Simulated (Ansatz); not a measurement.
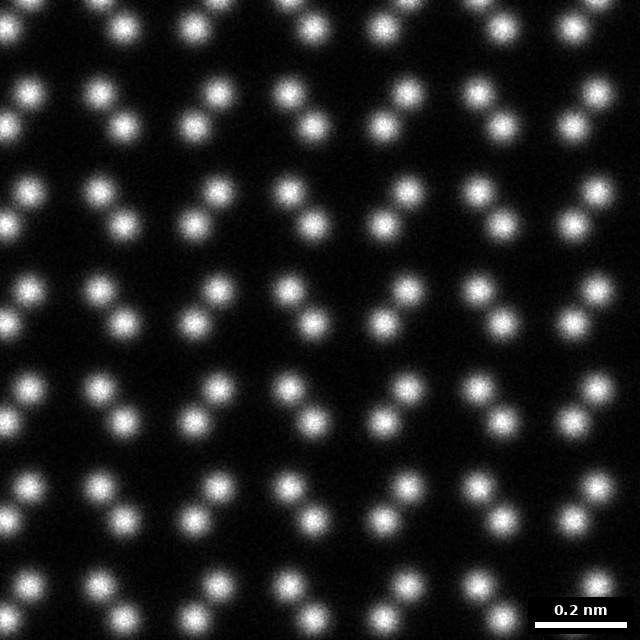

Dark-field STEM-like image of C. Simulation: incoherent imaging, intensity Z^1.7 per atom, probe width 0.50 Å, thin sample. The probe carries 15 % of its weight in a tail 2.5 times as wide. Shot noise was added.

### What two-dimensional lattice does the image show, and how large is its cell?

The pattern repeats on a rectangular net of 2.2 × 4.2 Å.

### What is the plane group of the image?

p2mg: mirror lines in one direction, glide lines across them, twofold points on the glide lines.

### How many columns does the smallest repeating cell hold, and how many levels of brightness?

4 columns in the primitive cell of 9.0 Å², all of one brightness.

The crystal is C (P6_3/mmc, No. 194) seen along [100]. Structure: the input geometry of a calculation.
